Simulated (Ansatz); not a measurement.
AsH8NSi2

Input file:

```
crystal:
  periodic: [false, false, false]
  atoms:
    - { symbol: "N", position_ang: [-0.89, 1.593, 0.7251] }
    - { symbol: Si, position_ang: [-0.7059, -0.0018, 0.0313] }
    - { symbol: Si, position_ang: [1.1928, -0.8415, 0.7641] }
    - { symbol: As, position_ang: [-0.5645, 0.1399, -2.2872] }
    - { symbol: H, position_ang: [-1.0179, 1.517, 1.7307] }
    - { symbol: H, position_ang: [-1.8673, 1.9893, 0.3719] }
    - { symbol: H, position_ang: [-1.7852, -0.8679, 0.4501] }
    - { symbol: H, position_ang: [1.4564, -2.1703, 0.2077] }
    - { symbol: H, position_ang: [1.1933, -0.9042, 2.2879] }
    - { symbol: H, position_ang: [2.334, 0.0304, 0.3801] }
    - { symbol: H, position_ang: [-0.0741, -1.3199, -2.3817] }
    - { symbol: H, position_ang: [0.8055, 0.7811, -2.246] }
basis:
  gaussian: { orbitals: def2-SVP }
hamiltonian:
  xc: pbe0
  dispersion: d4
relax:
  f_tol: 0.02
  max_steps: 50
output:
  orbitals: {}
```

Launched as:

```sh
ansatz run input.yaml --threads 2 --pin off --max-ram 3072MiB --backend cpu --events-out ev --progress --plain --runs-dir out
```

The fields are those of the run's last geometry, not of the input's.

These are results of RKS PBE0-D4/def2-SVP in Ansatz 0.2.0, not measurements.

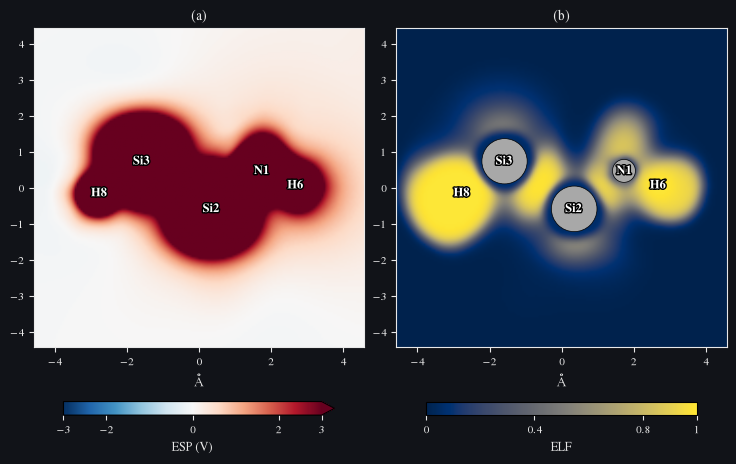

Figure 1. (a) molecular electrostatic potential; (b) electron localisation function on the plane of atoms N1, Si2 and Si3. Grey discs cover the atomic cores in the ELF map.

**What do the fields say about this system?**

Atoms in the plane: N, Si and H.
Si–N (1.74 Å): the ELF peaks at about 0.90 between the atoms (a polar covalent bond).
Si–Si (2.34 Å): the ELF peaks at about 1 between the atoms; a shared electron pair.
N–H (1.02 Å): the ELF climbs to about 1 towards the hydrogen, as it does in any bond to H: an ordinary covalent bond to hydrogen.
Si–H (1.50 Å): the ELF climbs to about 1 towards the hydrogen.
The potential has no marked negative region in this plane.

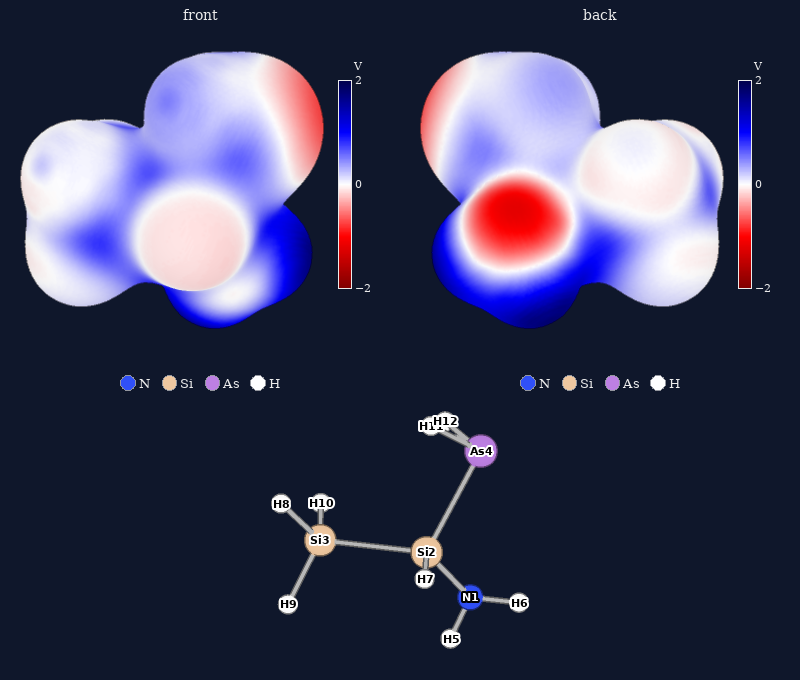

Figure 2. The molecular electrostatic potential painted on the density surface at 0.002 e/bohr³, seen from the front and from behind; the colour scale runs from red (negative) to blue (positive). The bare structure is drawn below in the same view.

**Which sites attract a positive test charge, and which a negative one?**

A positive charge is drawn to the negative regions and a negative charge to the positive ones. The most negative region (about −1.1 V) lies over N1, the most positive (about +1.7 V) over H5 and H6. N1 is the likeliest acceptor of a hydrogen bond.

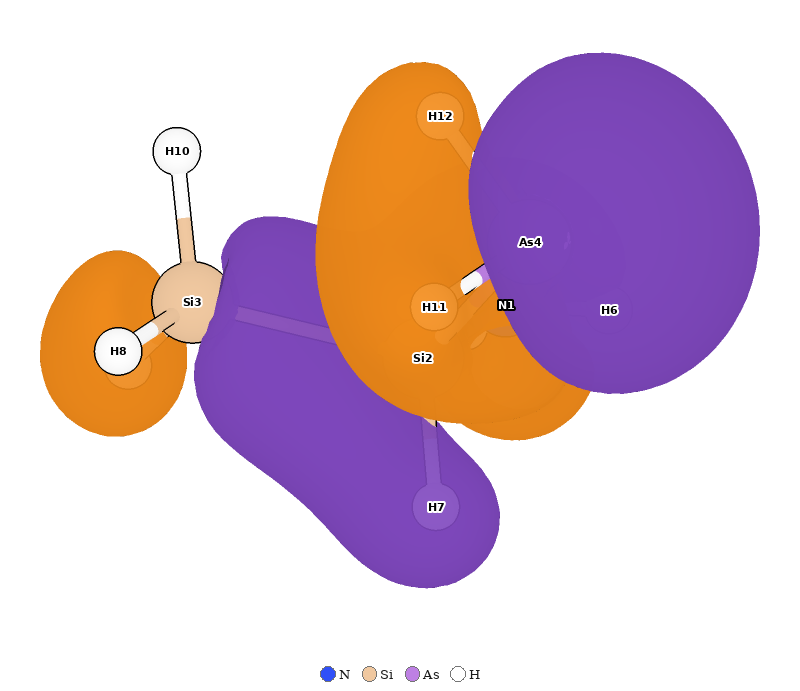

Figure 3. The HOMO at ±0.06 Å⁻³ᐟ² (orange and purple are the two phases), seen from one side.

**Where does this orbital lie, and at what energy?**

By Hirshfeld shares it lies mainly on As4 (about 55 %), Si2 (about 15 %), N1 (about 10 %) and Si3 (about 5 %). Its energy is −7.05 eV.
